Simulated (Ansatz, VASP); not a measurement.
# MoS2 in two plane-wave programs

One calculation is typed for both programs; each brings its own data sets and cutoff. How far apart do they land? The cell is taken from a series of runs on this material, whose earlier steps may have relaxed or scaled it; both programs get it as it stands.

Main program and level: Ansatz 0.2.0; plane waves, with VASP 6.6.1 beside it; single point at PBE.

### 1. Starting point

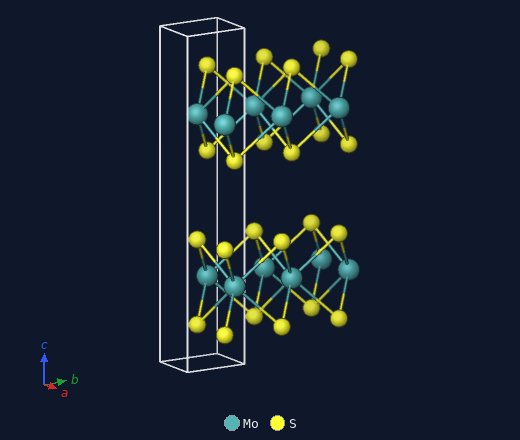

The starting structure, seen slightly off an axis (molybdenum teal, sulfur yellow). 2×3×1 cells are drawn.

As a file:

```cif
data_structure
_symmetry_space_group_name_H-M 'P6_3/mmc'
_symmetry_Int_Tables_number 194
_cell_length_a 3.1373
_cell_length_b 3.1373
_cell_length_c 12.3240
_cell_angle_alpha 90.000
_cell_angle_beta 90.000
_cell_angle_gamma 120.000
_cell_volume 105.05
loop_
_atom_site_label
_atom_site_type_symbol
_atom_site_symmetry_multiplicity
_atom_site_Wyckoff_symbol
_atom_site_fract_x
_atom_site_fract_y
_atom_site_fract_z
_atom_site_occupancy
Mo1 Mo 2 c 0.66667 0.33333 0.75000 1
S1 S 4 f 0.66667 0.33333 0.37671 1
```

### 2. Ansatz: single point, PBE

Ansatz runs on its default PAW (the set named soft_2) files.

With cell and atoms fixed, the geometry can't cause a difference; cores, projectors, grids and the points listed under the comparison can.

File input.yaml:

```yaml
crystal:
  lattice:
    - [3.13731, 0.0, 0.0]
    - [-1.568655, 2.7169901596, 0.0]
    - [0.0, 0.0, 12.324]
  atoms:
    - { symbol: Mo, position: [0.6666666667, 0.3333333333, 0.75] }
    - { symbol: Mo, position: [0.3333333333, 0.6666666667, 0.25] }
    - { symbol: S, position: [0.6666666667, 0.3333333333, 0.376705688] }
    - { symbol: S, position: [0.3333333333, 0.6666666667, 0.876705688] }
    - { symbol: S, position: [0.6666666667, 0.3333333333, 0.123294312] }
    - { symbol: S, position: [0.3333333333, 0.6666666667, 0.623294312] }
hamiltonian:
  xc: pbe
  pseudopotentials: { kind: paw }
kpoints:
  mp_grid: { grid: [6, 6, 1] }
scf:
  occupations: { method: gaussian, width: 0.01 }
  n_extra_bands: 5
output:
  forces: true
  stress: true
  eigenvalues: true
```

On the command line:

```
> ansatz run input.yaml --threads 4 --pin off --max-ram 9216MiB --backend cpu --events-out ev --progress --plain --runs-dir out
```

Numbers of over 12 decimals in the logs are rounded to 6 here.

Log:

```text
scf.n_extra_bands = 5 over 26 filled bands (N_el = 52.0): the run solves 31 bands
Engine: ansatz 0.2.0, aarch64-unknown-linux-gnu
Pseudopotentials: kind: paw
Pseudopotential: Mo, paw, valence charge 14, recommended cutoff 420 eV (normal), Mo.paw.azcp
Pseudopotential: S, paw, valence charge 6, recommended cutoff 420 eV (normal), S.paw.azcp
Functional definition: PBE
  parameter kappa = 0.804
  parameter beta = 0.066725
  exchange = pbe_x(kappa = kappa, mu = beta*pi^2/3)
  correlation = pbe_c(beta = beta)
Crystal: 6 atoms, lattice volume = 105.050 Å³
Basis set: ecut = 420 eV, 2033 PW (Γ), exchange–correlation on 48×48×180 points (8 copies of the dense FFT grid, shifted against one another)
Bands: 31, of which v1, the nominal top of the filled ones, is band 26 counted from 1 (25 counted from 0)
Symmetry: 24 space group operations
Space group: P63/mmc (ITA 194), of the structure as read, at distance tolerance 4.7e-5 Å
k-points: 7 of 36
Non-local potential: Mo, projectors of the file, l = 0: 3, l = 1: 2, l = 2: 2, l = 3: 1
Non-local potential: S, projectors of the file, l = 0: 2, l = 1: 2, l = 2: 2
PAW form: soft (Blöchl's): semilocal exchange-correlation on the pseudo side does not see the compensation charge
PAW one-centre angular grid: Mo, 590 points (default); XC on 64 Gauss nodes
PAW one-centre angular grid: S, 110 points (default); XC on 64 Gauss nodes
Initial density: superposition of atomic densities (neutral atoms: chi_scale 0, normalization atom), corrected by the library's trained network
Initial wavefunctions: pseudopotential atomic-orbital guess
Functional: x = pbe(κ = 0.804, μ = 0.219515), c = pbe(β = 0.066725)
SCF iter   1: F=—  HF=-13525.447556 eV  |F-HF|=—  |Δ(HF+E_count)|=         —  Δρ=5.61e-3  dr2=7.61e-3  ethr=1.77e-3  ⟨swp⟩=7.0  Hψ=955  notcnv=0
preconditioner: auto → Resta (q_TF=auto, 2.427 Å⁻¹)  ε∞=8.9  [insulator: Δε(μ)=0.910 eV  Ē_g=7.719 eV  σ=0.010 eV  W_gap=1.00  n_scr=26 (ndim 8)  ℏωp=21.7 eV  f_vac=0.015  D(μ)=0.00/eV (n_scr^D=0)  ε∞_Penn≈8.9]
SCF iter   2: F=—  HF=-13525.456290 eV  |F-HF|=—  |Δ(HF+E_count)|=   8.73e-3  Δρ=3.21e-3  dr2=2.44e-3  ethr=1.46e-5  ⟨swp⟩=2.1  Hψ=429  notcnv=0  defer=6
SCF iter   3: F=—  HF=-13525.461137 eV  |F-HF|=—  |Δ(HF+E_count)|=   4.85e-3  Δρ=5.52e-4  dr2=7.02e-4  ethr=4.70e-6  ⟨swp⟩=2.0  Hψ=350  notcnv=0  defer=6
SCF iter   4: F=—  HF=-13525.461070 eV  |F-HF|=—  |Δ(HF+E_count)|=   6.64e-5  Δρ=1.21e-4  dr2=9.96e-6  ethr=1.35e-6  ⟨swp⟩=2.0  Hψ=282  notcnv=0  defer=6
SCF iter   5: F=—  HF=-13525.461218 eV  |F-HF|=—  |Δ(HF+E_count)|=   1.48e-4  Δρ=5.49e-5  dr2=2.43e-6  ethr=1.92e-8  ⟨swp⟩=2.0  Hψ=314  notcnv=0  defer=6
SCF iter   6: F=—  HF=-13525.461221 eV  |F-HF|=—  |Δ(HF+E_count)|=   3.37e-6  Δρ=1.21e-5  dr2=4.40e-7  ethr=4.67e-9  ⟨swp⟩=2.0  Hψ=329  notcnv=0  defer=6
SCF iter   7: F=-13525.461221 eV  HF=-13525.461221 eV  |F-HF|=6.80e-9  |Δ(HF+E_count)|=   1.68e-7  Δρ=3.59e-6  dr2=2.85e-8  ethr=1.92e-10  ⟨swp⟩=7.3  Hψ=849  notcnv=0
SCF 1 converged in 7 iterations: F = -13525.461221 eV  dr2 = 2.85e-8
  greatest PAW one-centre occupation: 0.998 electrons in one spin orbital (limit 2), on the Mo atom at site 1 (counted from 0), in its partial waves of l = 0
SCF converged after 7 iterations
Free energy (F): -13525.461221 eV
Harris-Foulkes:  -13525.461221 eV  (|F-HF|=6.80e-9)
Internal energy: -13525.461221 eV  (E = F + TS)
E sigma→0 (E₀):  -13525.461221 eV
Fermi energy:    11.641510 eV
--- Per-component energies (eV) ---
  E_band       = -297.578412
  E_kinetic    = 1316.128600
  E_local      = -3934.455341  (includes V_loc(G=0)·N_el)
  E_nonlocal   = 398.608069
  E_hartree    = 1520.635965
  E_xc         = -758.581206
  E_vxc        = -812.143831  (∫ρ·V_xc dr)
  E_paw        = -8803.305485  (= ΣΔE_a)
  E_vpaw       = -306.979011  (= ΣTr[D̂ρ^β])
  E_aug_tail   = 0.000074  (compensation charges beyond the density's cutoff)
  E_ewald      = -3264.491897
  E_smearing   = -0.000000  (= −TS)
  E_closure    = 0.000000  (closes the sum)
  Σ components = -13525.461221   (vs F -13525.461221, Δ=0.00e0)
--- Forces (eV/Å), atoms counted from 1 ---
  atom   1  Mo     0.00000000    -0.00000000     0.00000000
  atom   2  Mo    -0.00000000     0.00000000     0.00000000
  atom   3  S     -0.00000000     0.00000000     0.19299065
  atom   4  S     -0.00000000    -0.00000000     0.19299065
  atom   5  S     -0.00000000     0.00000000    -0.19299065
  atom   6  S     -0.00000000    -0.00000000    -0.19299065
  max |Σ_I F_I| component: 3.82e-17 eV/Å
--- Stress (GPa, compression-positive) ---
        5.662755       0.000000       0.000000
        0.000000       5.662755       0.000000
        0.000000       0.000000       5.394142
  P = ⅓ Tr σ = 5.5732 GPa (55.732 kbar)
--- Band table (eV; the first three rows and the last of 7) ---
  k-point 0: bands = [... 22 lower, 9.0967, 9.9574, 9.9764, 11.1868, 13.3994, 13.3994, 13.4263, 13.4263, ... 1 higher]
  k-point 1: bands = [... 22 lower, 9.1460, 9.9568, 10.0339, 10.4274, 12.7394, 13.1466, 13.1568, 13.3075, ... 1 higher]
  k-point 2: bands = [... 22 lower, 9.1790, 9.2930, 9.3651, 9.6254, 12.6296, 12.7816, 12.9361, 13.3660, ... 1 higher]
  k-point 6: bands = [... 22 lower, 8.4630, 8.4630, 10.4435, 10.6114, 12.3554, 12.3554, 13.0487, 14.0877, ... 1 higher]
```

The column dr2 measures how far the density is from self-consistency, as an energy; F and HF (Harris–Foulkes) agree once it is small.

The run ends at a pressure of 5.57 GPa, with forces up to 0.19 eV/Å.

### 3. VASP: single point, PBE

The same cell, functional, mesh and smearing now go to VASP, with its own data sets and cutoff.

Lines of VASP's logs that name or quote its potential files are left out, and so is its time.

File INCAR:

```
SYSTEM = MoS2
PREC = Accurate
ENCUT = 400
EDIFF = 1E-06
NELM = 100
ISMEAR = 0
SIGMA = 0.01
LREAL = .FALSE.
ALGO = Normal
GGA = PE
NBANDS = 32
LASPH = .TRUE.
LORBIT = 11
LWAVE = .FALSE.
LCHARG = .FALSE.
KPAR = 2
ISIF = 2
```

File POSCAR:

```
MoS2
1.0
    3.1373100000      0.0000000000      0.0000000000
   -1.5686550000      2.7169901596      0.0000000000
    0.0000000000      0.0000000000     12.3240000000
Mo S
2 4
Direct
    0.6666666667      0.3333333333      0.7500000000
    0.3333333333      0.6666666667      0.2500000000
    0.6666666667      0.3333333333      0.3767056880
    0.3333333333      0.6666666667      0.8767056880
    0.6666666667      0.3333333333      0.1232943120
    0.3333333333      0.6666666667      0.6232943120
```

File KPOINTS:

```
Automatic mesh
0
Gamma
6 6 1
0 0 0
```

PAW data sets: Mo_sv and S (PBE family, release 64).

On the command line:

```
> mpirun -np 2 vasp_std
```

Log:

```text
[banner, memory and clock lines left out]
running    2 mpi-ranks, on    1 nodes
 distrk:  each k-point on    1 cores,    2 groups
 distr:  one band on    1 cores,    1 groups

 POSCAR found type information on POSCAR MoS
 POSCAR found :  2 types and       6 ions
 LDA part: xc-table for (Slater+PW92), standard interpolation
 POSCAR, INCAR and KPOINTS ok, starting setup
 FFT: planning ... GRIDC
 FFT: planning ... GRID_SOFT
 FFT: planning ... GRID
 WAVECAR not read
 entering main loop
       N       E                     dE             d eps       ncg     rms          rms(c)
DAV:   1     0.384542909253E+03    0.38454E+03   -0.26290E+04   512   0.126E+03
DAV:   2    -0.279233398514E+02   -0.41247E+03   -0.40103E+03   592   0.357E+02
DAV:   3    -0.460229981020E+02   -0.18100E+02   -0.17977E+02   576   0.684E+01
DAV:   4    -0.463688388693E+02   -0.34584E+00   -0.34466E+00   544   0.997E+00
DAV:   5    -0.463788621199E+02   -0.10023E-01   -0.10018E-01   576   0.152E+00    0.355E+01
DAV:   6    -0.442476508810E+02    0.21312E+01   -0.18707E+01   488   0.240E+01    0.134E+01
DAV:   7    -0.438712660970E+02    0.37638E+00   -0.80568E+00   512   0.151E+01    0.840E+00
DAV:   8    -0.435251749460E+02    0.34609E+00   -0.14216E+00   560   0.677E+00    0.304E+00
DAV:   9    -0.435380426017E+02   -0.12868E-01   -0.12854E-01   600   0.175E+00    0.136E+00
DAV:  10    -0.435285097932E+02    0.95328E-02   -0.56145E-02   536   0.137E+00    0.298E-01
DAV:  11    -0.435286661980E+02   -0.15640E-03   -0.22467E-03   552   0.267E-01    0.161E-01
DAV:  12    -0.435286085251E+02    0.57673E-04   -0.34473E-04   584   0.975E-02    0.702E-02
DAV:  13    -0.435286188636E+02   -0.10338E-04   -0.12813E-04   544   0.578E-02    0.905E-03
DAV:  14    -0.435286213610E+02   -0.24974E-05   -0.10510E-05   472   0.188E-02    0.136E-02
DAV:  15    -0.435286220803E+02   -0.71924E-06   -0.19264E-06   472   0.745E-03
   1 F= -.43528622E+02 E0= -.43528622E+02  d E =-.178366E-11
```

Parts of OUTCAR (step 3):

```text
ion  position               nearest neighbor table
   1  0.667  0.333  0.750-   4 2.39   6 2.39   4 2.39   6 2.39   4 2.39   6 2.39
   2  0.333  0.667  0.250-   3 2.39   5 2.39   3 2.39   5 2.39   3 2.39   5 2.39
   3  0.667  0.333  0.377-   2 2.39   2 2.39   2 2.39
   4  0.333  0.667  0.877-   1 2.39   1 2.39   1 2.39
   5  0.667  0.333  0.123-   2 2.39   2 2.39   2 2.39
   6  0.333  0.667  0.623-   1 2.39   1 2.39   1 2.39

  LATTYP: Found a hexagonal cell.
 ALAT       =     3.1373100000
 C/A-ratio  =     3.9282060109

 Subroutine GETGRP returns: Found 24 space group operations
 (whereof 12 operations were pure point group operations)

The static configuration has the point symmetry D_3d.
 The point group associated with its full space group is D_6h.

 Found      7 irreducible k-points:

   k-points           NKPTS =      7   k-points in BZ     NKDIM =      7   number of bands    NBANDS=     32

   dimension x,y,z NGX =    20 NGY =   20 NGZ =   80
   dimension x,y,z NGXF=    40 NGYF=   40 NGZF=  160

   ENCUT  =  400.0 eV  29.40 Ry    5.42 a.u.   5.12  5.12 20.10*2*pi/ulx,y,z

   NELECT =      52.0000    total number of electrons

 k-points in reciprocal lattice and weights: Automatic mesh
   0.00000000  0.00000000  0.00000000       0.028
   0.16666667  0.00000000  0.00000000       0.167
   0.33333333  0.00000000  0.00000000       0.167
   0.50000000  0.00000000  0.00000000       0.083
   0.16666667  0.16666667  0.00000000       0.167
   0.33333333  0.16666667  0.00000000       0.333
   0.33333333  0.33333333  0.00000000       0.056

 average (electrostatic) potential at core
       1 -74.4531       2 -74.4531       3 -84.2304       4 -84.2304       5 -84.2304
       6 -84.2304

 E-fermi :   7.7490

 k-point     1 :       0.0000    0.0000    0.0000
  band No.  band energies     occupation
    ...
     22       5.6307      2.00000
     23       5.6307      2.00000
     24       6.4774      2.00000
     25       6.5061      2.00000
     26       7.7062      2.00000
     27       9.9312      0.00000
     28       9.9313      0.00000
     29       9.9585      0.00000
     30       9.9585      0.00000
     31      10.1066      0.00000
    ...

 k-point     2 :       0.1667    0.0000    0.0000
  band No.  band energies     occupation
    ...
     22       5.0593      2.00000
     23       5.6742      2.00000
     24       6.4857      2.00000
     25       6.5486      2.00000
     26       6.9486      2.00000
     27       9.2718      0.00000
     28       9.6776      0.00000
     29       9.6949      0.00000
     30       9.8403      0.00000
     31       9.8959      0.00000
    ...

 k-point     3 :       0.3333    0.0000    0.0000
  band No.  band energies     occupation
    ...
     22       5.6416      2.00000
     23       5.7113      2.00000
     24       5.8263      2.00000
     25       5.8938      2.00000
     26       6.1544      2.00000
     27       9.1651      0.00000
     28       9.3163      0.00000
     29       9.4708      0.00000
     30       9.9003      0.00000
     31      10.2998      0.00000
    ...

  Total        3.4456416      3.4456416      3.2187583      0.0000000      0.0000000      0.0000000
  in kB       52.5513035     52.5513035     49.0909872      0.0000000      0.0000000      0.0000000
  external PRESSURE =      51.3978647 kB  Pullay stress =       0.0000000 kB

  energy-cutoff  :      400.00
  volume of cell :      105.05
      direct lattice vectors                 reciprocal lattice vectors
     3.137310000  0.000000000  0.000000000     0.318744402  0.184027166  0.000000000
    -1.568655000  2.716990160  0.000000000     0.000000000  0.368054333  0.000000000
     0.000000000  0.000000000 12.324000000     0.000000000  0.000000000  0.081142486

 POSITION                                       TOTAL-FORCE (eV/Angst)
 -----------------------------------------------------------------------------------
      1.56866      0.90566      9.24300         0.000000     -0.000000      0.000000
     -0.00000      1.81133      3.08100        -0.000000      0.000000      0.000000
      1.56866      0.90566      4.64252        -0.000000      0.000000      0.181675
     -0.00000      1.81133     10.80452         0.000000     -0.000000      0.181675
      1.56866      0.90566      1.51948        -0.000000      0.000000     -0.181675
     -0.00000      1.81133      7.68148         0.000000     -0.000000     -0.181675
 -----------------------------------------------------------------------------------
    total drift:                               -0.000000      0.000000     -0.000000

  FREE ENERGIE OF THE ION-ELECTRON SYSTEM (eV)
  ---------------------------------------------------
  free  energy   TOTEN  =       -43.5286220803 eV

  energy  without entropy=      -43.5286220803  energy(sigma->0) =      -43.52862208

 total charge
# of ion       s       p       d       tot
------------------------------------------
    1        2.296   6.232   3.982  12.510
    2        2.296   6.232   3.982  12.510
    3        1.365   2.349   0.000   3.714
    4        1.365   2.349   0.000   3.714
    5        1.365   2.349   0.000   3.714
    6        1.365   2.349   0.000   3.714
--------------------------------------------------
tot         10.054  21.859   7.963  39.876

[... 3 further parts left out ...]
```

The run ends at a pressure of 5.14 GPa, with forces up to 0.18 eV/Å.

### 4. Differences

Known differences besides the PAW data sets themselves: the cutoff is 420 eV in Ansatz and 400 eV in VASP. Total energies have different zeros and are not compared.

Compared:

```tsv
quantity	Ansatz	VASP	difference
pressure (GPa)	5.57	5.14	+0.43
gap on the k mesh (eV)	0.910	0.924	-0.014
```

Forces (eV/Å; atoms numbered as in POSCAR):

```tsv
atom	Ansatz x, y, z	VASP x, y, z
Mo1	0.000, 0.000, 0.000	0.000, 0.000, 0.000
Mo2	0.000, 0.000, 0.000	0.000, 0.000, 0.000
S3	0.000, 0.000, 0.193	0.000, 0.000, 0.182
S4	0.000, 0.000, 0.193	0.000, 0.000, 0.182
S5	0.000, 0.000, -0.193	0.000, 0.000, -0.182
S6	0.000, 0.000, -0.193	0.000, 0.000, -0.182
```

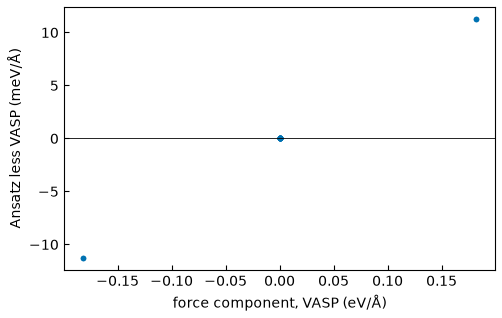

Difference of the force components against their size.

The forces differ by 5.3 meV/Å r.m.s., which is 6.2 % of the r.m.s. force of 0.09 eV/Å (both taken over all components).

### 5. What moves the difference

How far does this hang on the set-up? Further runs change one program's set-up at a time, as the table lists.

```tsv
run	r.m.s. force difference (meV/Å)
as above	5.3
VASP with the data sets Mo_sv and S_h and a cutoff of 650 eV	2.6
```

### 6. What came out

| Property | Result |
| --- | --- |
| r.m.s. force difference (single point, PBE) | 5.3 meV/Å |

What this shows: The r.m.s. force difference is 5.3 meV/Å (single point, PBE), within the 12 meV/Å picked in this series as the mark of a large difference. For single point, PBE: with VASP with the data sets Mo_sv and S_h and a cutoff of 650 eV the r.m.s. force difference shrinks in size, from 5.3 to 2.6 meV/Å. Differences of this kind measure data sets and numerical settings, not the functional's error against experiment.

[Lines on the potential files, build, host, timing and source positions are cut from VASP's logs without a mark.]

[Logs are printed without paths, hosts, clocks, repeated set-up lines and the standing remarks that a program may print on its own settings, such as how far it seeks lower states.]

[Hosts, paths, dates, database ids (printed as entryN), source tags and the programs' standing remarks are cut or masked in the printed files.]
